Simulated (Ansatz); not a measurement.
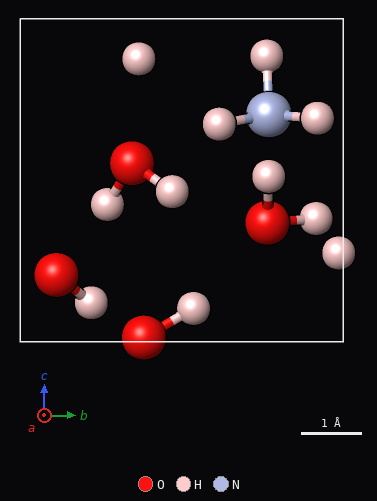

Starting frame of a dynamics run of a periodic cell with 4 H2O + 1 NH3 at 0.93 g/cm³. Style: ball-and-stick. Shown: the simulation cell, along the a axis.

Theory: DFT PBE, scalar-relativistic, plane waves, PAW in Ansatz 0.2.0.

The input:
```yaml
accuracy: low
crystal:
  lattice:
    - [5.417502, 0.0, 0.0]
    - [0.0, 5.417502, 0.0]
    - [0.0, 0.0, 5.417502]
  atoms:
    - { symbol: O, position: [0.25917566, 0.11154524, 0.20698531] }
    - { symbol: H, position: [0.13988758, 0.21958119, 0.12084673] }
    - { symbol: H, position: [0.14861372, -0.01447437, 0.27504345] }
    - { symbol: O, position: [0.55941424, 0.34566378, 0.55275834] }
    - { symbol: H, position: [0.65761306, 0.47029637, 0.46495004] }
    - { symbol: H, position: [0.45229776, 0.2693957, 0.42522937] }
    - { symbol: O, position: [0.87657472, 0.38221764, 1.01320429] }
    - { symbol: H, position: [0.83633097, 0.53623162, 1.10319008] }
    - { symbol: H, position: [0.75948034, 0.3667313, 0.87603142] }
    - { symbol: O, position: [0.85237197, 0.7645746, 0.3685899] }
    - { symbol: H, position: [0.75541445, 0.91547485, 0.38167052] }
    - { symbol: H, position: [0.9803021, 0.7687786, 0.51205993] }
    - { symbol: "N", position: [0.20662153, 0.76929549, 0.70358976] }
    - { symbol: H, position: [0.15148778, 0.76295814, 0.8849093] }
    - { symbol: H, position: [0.31470384, 0.61580085, 0.67395311] }
    - { symbol: H, position: [0.32125209, 0.91988859, 0.69237225] }
basis:
  ecutwfc: 420.0
kpoints:
  mp_grid: { grid: [1, 1, 1] }
hamiltonian:
  xc: pbe
scf:
  occupations: { method: fermi_dirac, width: 0.05 }
  lower_state_search: "off"
md:
  timestep: 0.5
  n_steps: 300
  ensemble: nvt_langevin
  temperature: 700.0
  initial_velocities: maxwell_boltzmann
  seed: 176986
  friction: 0.02
```

Run as
```bash
ansatz run input.yaml --threads 1 --pin off --max-ram 3072MiB --backend cpu --events-out ev --progress --plain --runs-dir out
```

### Predict how the run goes.

The mean temperature in the second half is 578 K (standard deviation 90 K). The potential energy in the second half lies on average 62.1 meV per atom above the first frame. In the second half of the run the atoms are, in the root-mean-square, this far from where they began (common drift taken out): H 0.55 Å, N 0.45 Å, O 0.43 Å. The heavy atoms stay within a fraction of a molecule's size of their starting places; so short a run doesn't tell a liquid from a solid. Bond changes: one H–N bond forms at about 62 fs; one H–O bond breaks at about 102 fs.

Along the run (each row but the first and the last is the mean over the interval that it begins):

```tsv
time (fs)	potential energy (meV/atom)	T (K)
0.0	0.0	656
25.0	43.4	392
50.0	40.3	552
75.0	58.7	624
100.0	63.8	609
125.0	64.1	498
150.0	48.6	687
```

The paths of the atoms:

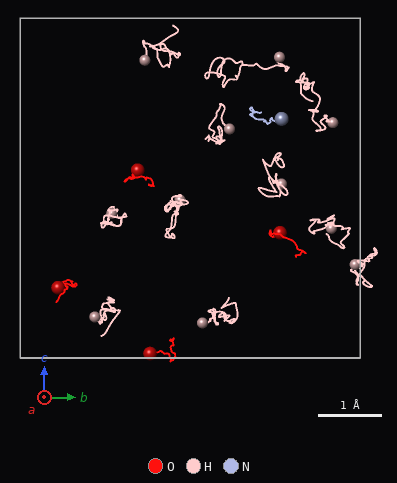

Limits of the set-up: the program's low-accuracy preset was used; the periodic images lie only 5.4 Å apart, so the values are limited by the cell's size.

The run took about 3 core-minutes on a shared host.
